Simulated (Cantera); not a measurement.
Feed: 1 mol SiF4, 0.73 mol N2O, 5.8 mol H2, held at 133 Pa.

Method: chemical equilibrium by Gibbs-energy minimisation in Cantera with the NASA 1993 tables (ideal gas, pure condensed phases). Candidate condensed phases: H2O, Si, SiO2, Si2N2O, Si3N4; 58 gas species. The tables' values for SiF3, SiF2, SiF are old estimates; treat these amounts as uncertain. The tables hold silica as quartz up to 1696 K and as liquid above; real silica turns to tridymite and cristobalite and melts near 1996 K. Kinetics and transport are ignored.

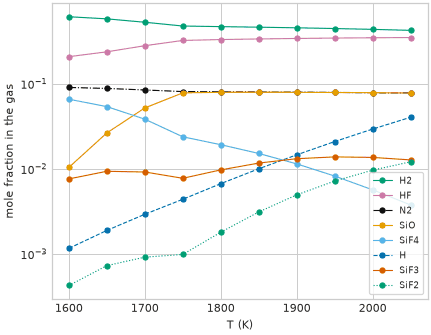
Fig. 1. Equilibrium gas composition (values under 1e-9 drawn at 1e-9)

Q: Read off the mole fractions at 1750 K.

A: H2 about 0.48, HF about 0.32, N2 about 0.081, SiO about 0.078, SiF4 about 0.024, SiF3 about 0.0078, H about 0.0044, SiF2 about 0.00099.
